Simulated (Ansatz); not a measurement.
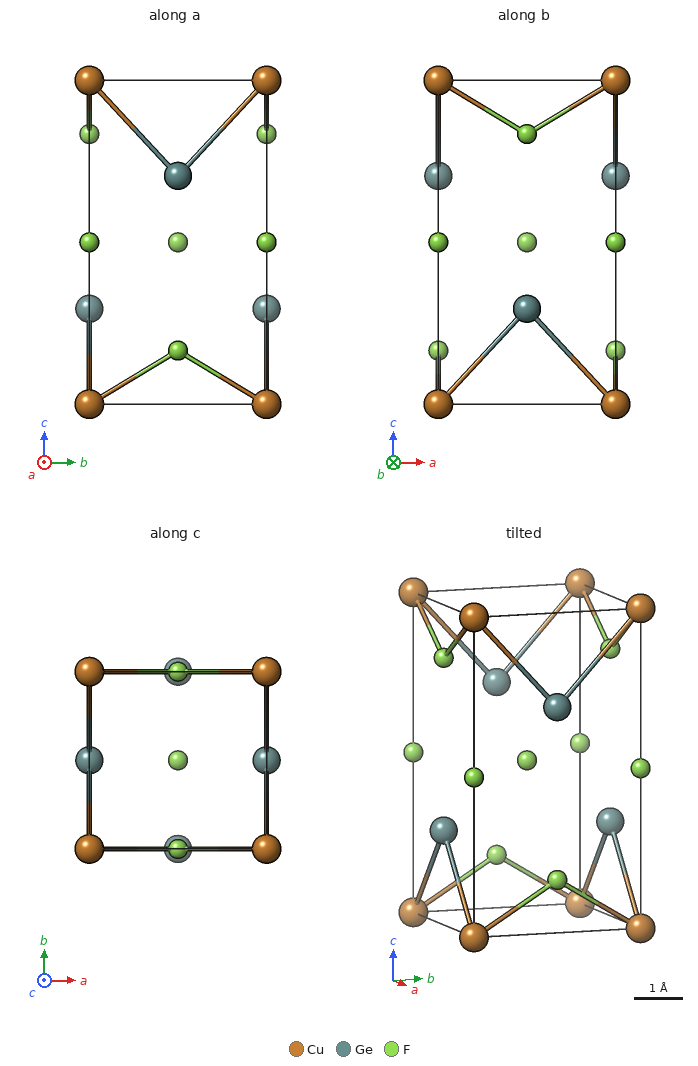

Ball-and-stick model, viewed along the a axis, along the b axis, along the c axis and slightly off an axis. Atoms at the boundary of the conventional unit cell (the box) are drawn once for each face, edge or corner they touch.

Lattice parameters: a = 3.7364 Å, b = 3.7364 Å, c = 6.8237 Å, α = 90.000°, β = 90.000°, γ = 90.000°.

Convert the drawing into a CIF in P1 with every atom of the cell, with free fractional coordinates to two decimals.

```cif
data_structure
_symmetry_space_group_name_H-M 'P 1'
_symmetry_Int_Tables_number 1
_cell_length_a 3.7364
_cell_length_b 3.7364
_cell_length_c 6.8237
_cell_angle_alpha 90.000
_cell_angle_beta 90.000
_cell_angle_gamma 90.000
_cell_volume 95.26
loop_
_atom_site_label
_atom_site_type_symbol
_atom_site_fract_x
_atom_site_fract_y
_atom_site_fract_z
_atom_site_occupancy
Cu1 Cu 0.00 0.00 0.00 1
Ge1 Ge 0.00 0.50 0.71 1
Ge2 Ge 0.50 0.00 0.29 1
F1 F 0.00 0.50 0.17 1
F2 F 0.50 0.00 0.83 1
F3 F 0.00 0.00 0.50 1
F4 F 0.50 0.50 0.50 1
```

The starting point was a structure type filled with these elements by a generator (whether the compound takes this form wasn't checked). It is drawn as it came out of a relaxation with DFT PBE, scalar-relativistic, plane waves, PAW in Ansatz 0.2.0.
